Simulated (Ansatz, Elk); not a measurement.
# Cr2CdAs2: X-ray structure factors from the self-consistent density

The structure of Cr2CdAs2 used here is made up (a known structure type with other elements) and was relaxed beforehand with PBEsol. The aim is the Fourier transform of its all-electron density, F(hkl), set beside the sum over free spherical atoms that refinements use.

Program: Elk 11.2.3 (patched build). Level of theory: DFT, PBE, all-electron APW+lo, Dirac cores, scalar-relativistic bands, static density, ferromagnetic start. Results are calculated unless marked as measured.

The structure was built from a prototype and need not be the compound's stable phase.

## (1) Starting point

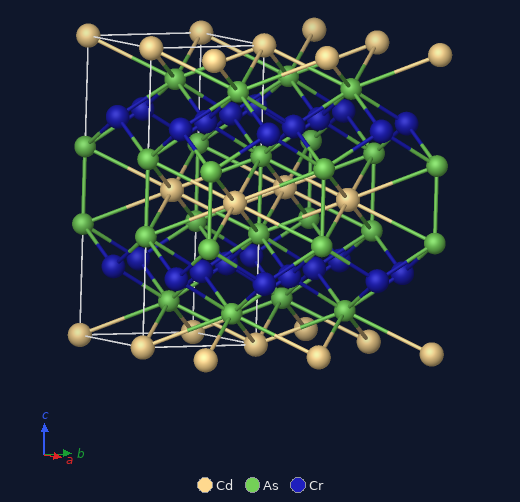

Start, viewed slightly off an axis; cadmium orange, arsenic green, chromium blue. 2×2×1 cells are drawn. This picture shows the conventional cell, with its axes. Some periodic images of atoms are drawn too.

## (2) Ground state and structure factors

An all-electron density is needed, since X-rays see the cores too. Task 0 finds the density and task 195 Fourier-transforms it; tshift is off so that phases refer to the origin typed.

File elk.in:

```
tasks
  0
  195
  196

xctype
  20

spinpol
  .true.

rgkmax
  7.0

gmaxvr
  14.0

lmaxo
  7

lmaxapw
  8

swidth
  0.002

tshift
  .false.

ramdisk
  .false.

hmaxvr
  5.5

maxscl
  120

epspot
  1e-06

reducebf
  0.8

sppath
  './'

avec
  -3.93830595575 3.93830595575 9.15722800988
  3.93830595575 -3.93830595575 9.15722800988
  3.93830595575 3.93830595575 -9.15722800988

atoms
  3
  'Cd.in'
  1
  -0.0000000000 -0.0000000000 0.0000000000   0.000000 0.000000 0.000000
  'As.in'
  2
  0.6293145235 0.6293145235 -0.0000000000   0.000000 0.000000 0.000000
  0.3706854765 0.3706854765 -0.0000000000   0.000000 0.000000 0.000000
  'Cr.in'
  2
  0.2500000000 0.7500000000 0.5000000000   0.000000 0.000000 -0.090000
  0.7500000000 0.2500000000 0.5000000000   0.000000 0.000000 -0.090000

ngridk
  7 7 7
```

Started as:

```bash
$ OMP_NUM_THREADS=4 elk
```

Numbers of over 12 decimals in the logs are rounded to 6 here.

The program printed:

```text
┌─────────────────────────┐
│ Elk code version 11.2.3 │
└─────────────────────────┘

All units are atomic (Hartree, Bohr, etc.)

┌─────────────────────────────────────────────────┐
│ Ground-state run starting from atomic densities │
└─────────────────────────────────────────────────┘

Lattice vectors :
  -3.938305956       3.938305956       9.157228010
   3.938305956      -3.938305956       9.157228010
   3.938305956       3.938305956      -9.157228010

Reciprocal lattice vectors :
  0.3268743470E-16  0.7977015216      0.3430724505
  0.7977015216      0.3268743470E-16  0.3430724505
  0.7977015216      0.7977015216     -0.4145093801E-18

Unit cell volume      :    568.1237222
Brillouin zone volume :   0.4366130189

Muffin-tin inner radius fraction :   0.1000000000E-01

Nuclei treated as point charges

Species : 1 (Cd)
 parameters loaded from : Cd.in
 name : cadmium
 nuclear charge    :   -48.00000000
 electronic charge :    48.00000000
 atomic mass :    204912.7176
 muffin-tin radius :    2.600000000
 number of radial points in muffin-tin :   1193
 inner part over the whole radius :   0.9972693929E-02
 number on inner part of muffin-tin    :    850
 approximate nuclear radius :   0.8708852602E-04
 number of mesh points to nuclear radius :    426
 atomic positions (lattice), magnetic fields (Cartesian) :
  1 :   0.00000000  0.00000000  0.00000000    0.00000000  0.00000000  0.00000000

Species : 2 (As)
 parameters loaded from : As.in
 name : arsenic
 nuclear charge    :   -33.00000000
 electronic charge :    33.00000000
 atomic mass :    136573.7220
 muffin-tin radius :    2.233076095
 number of radial points in muffin-tin :    993
 inner part over the whole radius :   0.9914894239E-02
 number on inner part of muffin-tin    :    701
 approximate nuclear radius :   0.7712558785E-04
 number of mesh points to nuclear radius :    343
 atomic positions (lattice), magnetic fields (Cartesian) :
  1 :  -0.37068548 -0.37068548  0.00000000    0.00000000  0.00000000  0.00000000
  2 :   0.37068548  0.37068548  0.00000000    0.00000000  0.00000000  0.00000000

Species : 3 (Cr)
 parameters loaded from : Cr.in
 name : chromium
 nuclear charge    :   -24.00000000
 electronic charge :    24.00000000
 atomic mass :    94783.09202
 muffin-tin radius :    2.233076095
 number of radial points in muffin-tin :    993
 inner part over the whole radius :   0.9914394364E-02
 number on inner part of muffin-tin    :    698
 approximate nuclear radius :   0.6987106690E-04
 number of mesh points to nuclear radius :    330
 atomic positions (lattice), magnetic fields (Cartesian) :
  1 :   0.25000000 -0.25000000  0.50000000    0.00000000  0.00000000 -0.09000000
  2 :  -0.25000000  0.25000000  0.50000000    0.00000000  0.00000000 -0.09000000

Total number of atoms per unit cell :    5
Total muffin-tin volume :    260.1996331
 ratio of muffin-tin to unit cell volume :   0.4579981841

Spin treatment :
 spin-polarised
 global magnetic field (Cartesian) :    0.000000000       0.000000000       0.000000000
 collinear magnetisation in z-direction

Number of Bravais lattice symmetries :   16
Number of crystal symmetries         :   16
Crystal has inversion symmetry
Real symmetric eigensolver will be used

k-point grid :      7     7     7
k-point offset :    0.000000000       0.000000000       0.000000000
k-point set is reduced with full crystal symmetry group
Total number of k-points :       40

Muffin-tin radius times maximum |G+k| :    7.000000000
 using average radius
Maximum |G+k| for APW functions       :    3.034952846
Maximum (1/2)|G+k|²                   :    4.605469388
Maximum |G| for potential and density :    14.00000000
Constant for pseudocharge density :    9
 order of it for each species :   16  16  16
 order of it for pair densities of each species (exact exchange by exxq0 0: 17) :   12   9   9
Radial integration step length :    1

G-vector grid sizes :     48    48    48
Number of G-vectors :    26393

Maximum angular momentum used for
[...]
[... loops 3 to 21 left out ...]

┌──────────────────┐
│ Loop number : 22 │
└──────────────────┘

Energies :
 Fermi                       :     0.304383
 sum of occupied eigenvalues :     -7183.3452570247
 electron kinetic            :      12617.242660675
 core electron kinetic       :      11867.380143916
 Coulomb                     :     -24416.876847141
 Coulomb potential           :     -19253.538507702
 nuclear-nuclear             :     -1608.5623006883
 electron-nuclear            :     -26405.762723538
 Hartree                     :      3597.4481770860
 Madelung                    :     -14790.107593290
 xc potential                :     -546.89325388487
 xc effective B-field        :    -0.156155
 external B-field            :      0.000000
 exchange                    :     -412.30104250473
 correlation                 :     -8.018359
 electron entropic           :    -0.10870076409610E-02
 total energy                :     -12219.954674715
 (external B-field energy excluded from total)

Density of states at Fermi energy :    81.74776999
 (states/Hartree/unit cell)

Estimated indirect band gap :   0.1459430259E-02
 from k-point 13 to k-point 18
Estimated direct band gap   :   0.3119851980E-02
 at k-point 22

Charges :
 core                        :    86.00000000
 valence                     :    76.00000000
 interstitial                :    8.120711550
 muffin-tins (core leakage)
  species : 1 (Cd)
[...]
species : 2 (As)
[...]
species : 3 (Cr)
[...]
total in muffin-tins        :    153.8792885
 total calculated charge     :    161.9986984
 total charge                :    162.0000000
 error                       :   0.1301628900E-02

Moments :
 interstitial                :   0.3584190757
 muffin-tins
  species : 1 (Cd)
[...]
species : 2 (As)
[...]
species : 3 (Cr)
[...]
total in muffin-tins        :    3.664658369
 total moment                :    4.023077445

RMS change in Kohn-Sham potential (target) :   0.8354036646E-06 (  0.1000000000E-05)
Absolute change in total energy (target)   :   0.1002155841E-04 (  0.1000000000E-03)

Convergence targets achieved

┌──────────────────┐
│ Loop number : 23 │
└──────────────────┘

Energies :
 Fermi                       :     0.304382
 sum of occupied eigenvalues :     -7183.3453304043
 electron kinetic            :      12617.242547404
 core electron kinetic       :      11867.380099479
 Coulomb                     :     -24416.876809466
 Coulomb potential           :     -19253.538562133
 nuclear-nuclear             :     -1608.5623006883
 electron-nuclear            :     -26405.762593508
 Hartree                     :      3597.4480847300
 Madelung                    :     -14790.107528399
 xc potential                :     -546.89317300411
 xc effective B-field        :    -0.156136
 external B-field            :      0.000000
 exchange                    :     -412.30102631746
 correlation                 :     -8.018360
 electron entropic           :    -0.10872326835324E-02
 total energy                :     -12219.954735725
 (external B-field energy excluded from total)

Density of states at Fermi energy :    81.76772855
 (states/Hartree/unit cell)

Estimated indirect band gap :   0.1453360440E-02
 from k-point 13 to k-point 18
Estimated direct band gap   :   0.3120432145E-02
 at k-point 22

Charges :
 core                        :    86.00000000
 valence                     :    76.00000000
 interstitial                :    8.120716750
 muffin-tins (core leakage)
  species : 1 (Cd)
[...]
species : 2 (As)
[...]
atom 2                    :    31.20518011     (  0.4001261261E-03)
  species : 3 (Cr)
   atom 1                    :    22.45394098     ( -0.2192375312E-06)
   atom 2                    :    22.45394098     ( -0.2192375312E-06)
 total in muffin-tins        :    153.8792833
 total calculated charge     :    161.9986984
 total charge                :    162.0000000
 error                       :   0.1301638299E-02

Moments :
 interstitial                :   0.3584059784
 muffin-tins
  species : 1 (Cd)
[...]
species : 2 (As)
[...]
atom 2                    :  -0.9342147958E-01
  species : 3 (Cr)
   atom 1                    :    1.945764839
   atom 2                    :    1.945764839
 total in muffin-tins        :    3.664434094
 total moment                :    4.022840072

┌──────────────────────────────┐
│ Self-consistent loop stopped │
└──────────────────────────────┘

Warning : core states of species 1 leak from the muffin-tin :   0.2399263521E-03

Warning : core states of species 2 leak from the muffin-tin :   0.4001261261E-03

Wrote STATE.OUT
```

Elapsed: 7.2 min, on 4 threads of Intel Xeon Platinum 8488C (Sapphire Rapids), shared host; peak memory 0.52 GiB.

SFACRHO.OUT:

```text

h k l indices transformed by vhmat matrix:
   1.000000000       0.000000000       0.000000000    
   0.000000000       1.000000000       0.000000000    
   0.000000000       0.000000000       1.000000000    

      h      k      l  multipl.   |H|            Re(F)            Im(F)           |F|

      0      0      0      1   0.0000000       162.00000      0.48243298E-16   162.00000    
     -1     -1      1      2  0.68614490      -2.2408798     -0.12587870E-13   2.2408798    
      0      1      0      8  0.86834695       2.7553580      0.39421502E-14   2.7553580    
      0      0     -1      4   1.1281203       57.575016     -0.44804917E-14   57.575016    
      1      2     -2      8   1.3021582       79.432721     -0.17739676E-13   79.432721    
     -2      0      1      8   1.3203978       72.079630     -0.37500569E-14   72.079630    
      2      2     -2      2   1.3722898       22.161508     -0.21827731E-13   22.161508    
      1     -1     -1      4   1.5954030       118.96215      0.41914248E-14   118.96215    
      0      2     -2      8   1.7366939      0.94558639     -0.74613085E-15  0.94558639    
      1      3     -2      8   1.7764669      -43.714061     -0.64737583E-15   43.714061    
      2     -1     -1     16   1.8164078       2.3385417      0.59132253E-14   2.3385417    
     -3     -2      3      8   1.8917704       61.913181      0.27595052E-13   61.913181    
     -3     -3      3      2   2.0584347       11.065519      0.18612715E-13   11.065519    
     -3      0      1     16   2.0593511       66.606126      0.31537202E-13   66.606126    
     -1     -3      1      8   2.1043978       17.169290      0.38757419E-14   17.169290    
     -2      2      0      4   2.2562406       101.61833     -0.19586688E-15   101.61833    
      3      3     -4      8   2.3472982       64.242245      0.53448803E-14   64.242245    
     -1      3     -1      8   2.3582656       1.6016752      0.27280819E-14   1.6016752
```

Elk indexes on the primitive cell of elk.in and gives |H| = 4π sin θ/λ in inverse bohr. Below, one row stands for each form hkl of the conventional cell (m members, Friedel mates merged), F is for one primitive cell and the density is static (no thermal factor). Free-atom factors are Waasmaier and Kirfel's, and R is Σm||F|−|F'||/Σm|F|.

```
hkl   m  sin θ/λ (Å⁻¹)  abs F, DFT  neutral atoms   diff.
002   2          0.103       2.241          2.020  +0.221
101   8          0.131       2.755          2.973  -0.217
110   4          0.170      57.575         57.011  +0.565
103   8          0.196      79.433         79.409  +0.024
112   8          0.199      72.080         72.797  -0.718
004   2          0.206      22.162         22.987  -0.826
200   4          0.240     118.962        119.870  -0.908
202   8          0.261       0.946          0.384  +0.562
114   8          0.267      43.714         44.299  -0.585
211  16          0.273       2.338          2.231  +0.108
105   8          0.284      61.913         62.203  -0.289
006   2          0.309      11.066         10.674  +0.392
213  16          0.310      66.606         66.937  -0.331
204   8          0.317      17.169         17.146  +0.023
220   4          0.339     101.618        101.890  -0.272
116   8          0.353      64.242         64.279  -0.037
222   8          0.355       1.602          1.459  +0.142
301   8          0.364       1.569          1.507  +0.062
```

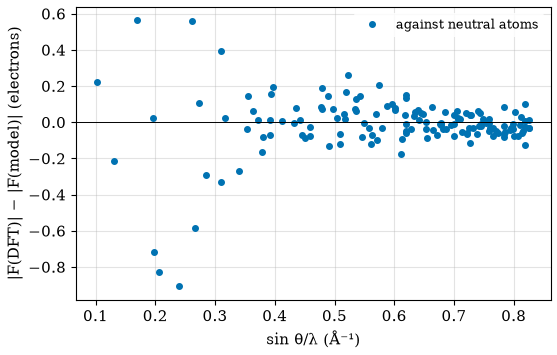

Difference between the calculated structure factors and the independent-atom ones.

## (3) The magnetisation density

The same run holds the spin density, and task 196 transforms it. The order is that of the start, and no other was tried.

SFACMAG_1.OUT:

```text

h k l indices transformed by vhmat matrix:
   1.000000000       0.000000000       0.000000000    
   0.000000000       1.000000000       0.000000000    
   0.000000000       0.000000000       1.000000000    

      h      k      l  multipl.   |H|            Re(F)            Im(F)           |F|

      0      0      0      1   0.0000000       4.0228402      0.42115411E-17   4.0228402    
     -1     -1      1      2  0.68614490      -3.5509972     -0.95049724E-15   3.5509972    
      0      1      0      8  0.86834695      0.88209942E-01  -0.0000000      0.88209942E-01
      0      0     -1      4   1.1281203      -3.1320186     -0.32980729E-15   3.1320186    
      1      2     -2      8   1.3021582     -0.11593046      -0.0000000      0.11593046    
     -2      0      1      8   1.3203978       2.5386530      0.69288348E-16   2.5386530    
      2      2     -2      2   1.3722898       2.2509070     -0.14854511E-14   2.2509070    
      1     -1     -1      4   1.5954030       2.1835255      0.25212655E-15   2.1835255    
      0      2     -2      8   1.7366939      -1.8096296     -0.34527500E-16   1.8096296    
      1      3     -2      8   1.7764669      -1.5645722      0.45186697E-17   1.5645722    
      2     -1     -1     16   1.8164078     -0.29684999E-01  -0.0000000      0.29684999E-01
     -3     -2      3      8   1.8917704      0.13794554E-01  -0.0000000      0.13794554E-01
     -3     -3      3      2   2.0584347      -1.0940044      0.41241817E-15   1.0940044    
     -3      0      1     16   2.0593511      0.29969178E-01  -0.0000000      0.29969178E-01
     -1     -3      1      8   2.1043978       1.2594880      0.20548073E-15   1.2594880    
     -2      2      0      4   2.2562406       1.1519688      0.18950164E-16   1.1519688
```

The total moment is 4.02 μB a cell; sphere moments: Cd1 -0.04, As2 -0.09, As3 -0.09, Cr4 +1.95, Cr5 +1.95 μB. Polarised neutrons measure spin and orbital magnetisation together; without spin-orbit coupling the run gives the spin part:

```
hkl  sin θ/λ (Å⁻¹)  abs F_M (μB)
002          0.103         3.551
101          0.131         0.088
110          0.170         3.132
103          0.196         0.116
112          0.199         2.539
004          0.206         2.251
200          0.240         2.183
202          0.261         1.810
114          0.267         1.565
211          0.273         0.030
105          0.284         0.014
006          0.309         1.094
213          0.310         0.030
204          0.317         1.260
```

(Continued in part 2 of 2.)

[Logs are printed without paths, hosts, clocks, repeated set-up lines and the standing remarks that a program may print on its own settings, such as how far it seeks lower states.]

[Hosts, paths, dates, database ids (printed as entryN), source tags and the programs' standing remarks are cut or masked in the printed files.]
